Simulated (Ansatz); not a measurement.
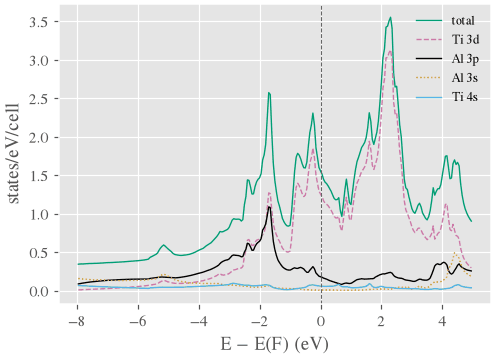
Figure: Total and projected density of states of TiAl (L1₀ or tetragonal B2, P4/mmm), plane-wave PAW r²SCAN (Ansatz code)

Task: Which orbitals carry the states next to the Fermi level?

Result: Within 0.5 eV of the Fermi level: Ti 3d 80 %, Al 3p 12 %. Projections are on Löwdin-orthogonalised atomic valence shells; empty p or d shells of many metals are not among them.

Task: Where is the tallest occupied peak in this window, and what makes it?

Result: Near -1.7 eV, about 2.6 states/eV per cell; the largest projected share is Ti 3d.

The r²SCAN relaxation kept the symmetry of its start; of distortions, only those at the zone centre were tested. No spin polarisation was allowed.

Potentials: the later of the program's two PAW sets.
